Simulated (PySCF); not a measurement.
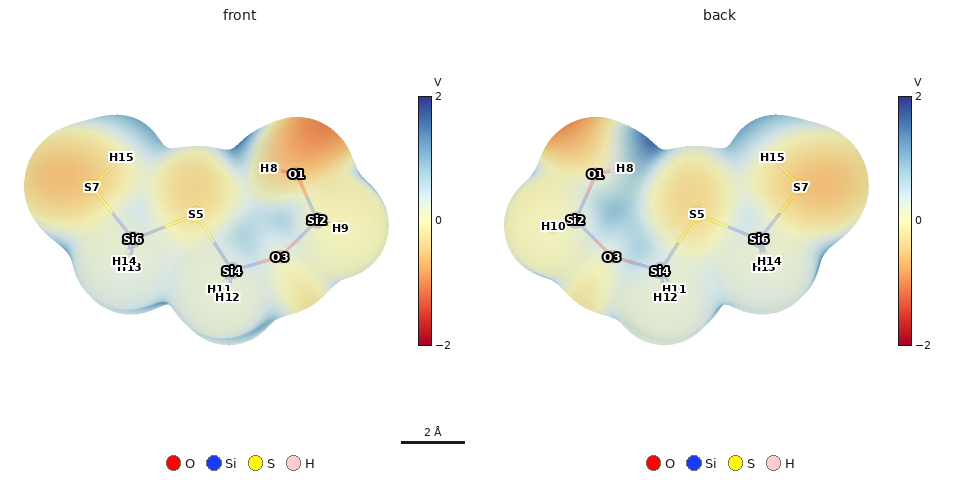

H8O2S2Si3. The electrostatic potential painted on the density surface at 0.001 e/bohr³, seen from the front and from behind; red is negative and blue positive.

Geometry: GFN2-xTB.

All numbers below come from B3LYP/def2-SVPD, SCF density, gas phase in PySCF 2.14.0.

```yaml
atoms:
  - { symbol: O, position_ang: [-2.5049, 0.3712, 1.8085] }
  - { symbol: Si, position_ang: [-3.0086, 0.6671, 0.3065] }
  - { symbol: O, position_ang: [-1.7398, 0.6754, -0.7440] }
  - { symbol: Si, position_ang: [-0.2027, 0.4339, -1.0864] }
  - { symbol: S, position_ang: [0.7066, -0.4356, 0.6634] }
  - { symbol: Si, position_ang: [2.7368, -0.6353, 0.0222] }
  - { symbol: S, position_ang: [3.8330, -1.4043, 1.6857] }
  - { symbol: H, position_ang: [-1.6732, -0.0644, 1.9911] }
  - { symbol: H, position_ang: [-3.5240, 2.0246, 0.2793] }
  - { symbol: H, position_ang: [-3.8646, -0.3940, -0.2061] }
  - { symbol: H, position_ang: [0.4466, 1.7108, -1.3240] }
  - { symbol: H, position_ang: [-0.1096, -0.5436, -2.1560] }
  - { symbol: H, position_ang: [2.8108, -1.5881, -1.0728] }
  - { symbol: H, position_ang: [3.2721, 0.6671, -0.3386] }
  - { symbol: H, position_ang: [2.8172, -1.4766, 2.5307] }
```

Q: Which sites attract a positive test charge, and which a negative one?

A: A positive charge is drawn to the negative regions and a negative charge to the positive ones. The most negative region (about −1.0 V, or −23 kcal/mol for a unit charge) lies over O1, the most positive (about +1.5 V, or +35 kcal/mol for a unit charge) over Si4, Si6 and H8. O1 is the likeliest acceptor of a hydrogen bond.
